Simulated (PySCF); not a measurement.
**TiNH$_{2}$Cl$_{3}$: single-point calculation**

- system: TiNH$_{2}$Cl$_{3}$, multiplicity 3
- method: CAM-B3LYP/def2-SVP, UKS (PySCF 2.14.0)

The geometry is that of the parent species in another charge or spin state. The geometry comes from this level: PBE0-D4/def2-TZVP.

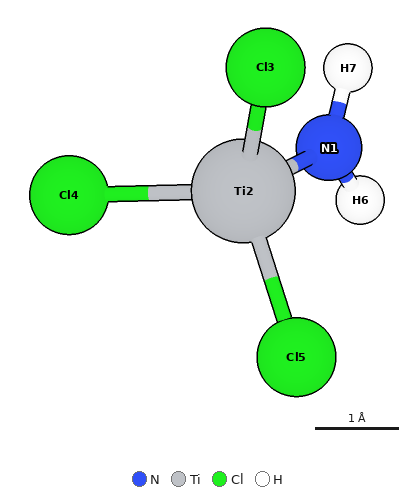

The input geometry (ball-and-stick view, seen at a tilt; atoms are numbered from 1 in the order of the input). Sticks mark near contacts. Bond lengths as drawn: Cl–Ti 2.18 to 2.19 Å, H–N 1.01 Å and N–Ti 1.84 Å.

## The input (run.py)
```python
from pyscf import gto, dft

mol = gto.Mole()
mol.atom = '''
N       -0.676400       0.479600       0.813100
Ti       0.416000      -0.273300      -0.459100
Cl       1.922500      -1.442100       0.599700
Cl      -0.771400      -1.594700      -1.742800
Cl       1.232300       1.358700      -1.654500
H       -1.200200       1.334700       0.679200
H       -0.861700       0.068900       1.718900
'''
mol.basis = 'def2-svp'
mol.verbose = 3
mol.max_memory = 1860
mol.spin = 2
mol.build()

ks = dft.UKS(mol)
ks.xc = 'cam-b3lyp'
ks.grids.level = 5
ks.conv_tol = 1e-10
ks.kernel()
if not ks.converged:
    ks = ks.newton().run(ks.mo_coeff, ks.mo_occ)

energy = ks.e_tot
print('E = %.10f Eh' % energy)
```

Launched with:
```bash
OMP_NUM_THREADS=1 python run.py
```

## Log
```
WARN: HOMO -0.111900102482746 >= LUMO -0.356017891138059

converged SCF energy = -2285.60067993232  <S^2> = 2.0098655  2S+1 = 3.0065698
E = -2285.6006799323 Eh
```

## Summary

| quantity | value |
| --- | --- |
| outcome | converged |
| total energy | −2285.600680 hartree |
| basis functions | 109 |
| ⟨S²⟩ | 2.010 |
| dipole moment | 6.47 D |
| hardware | 1 thread of Arm Neoverse V2, 24 GiB of memory available, shared host |
| wall time | 2.4 min |
| peak memory | 0.63 GiB |
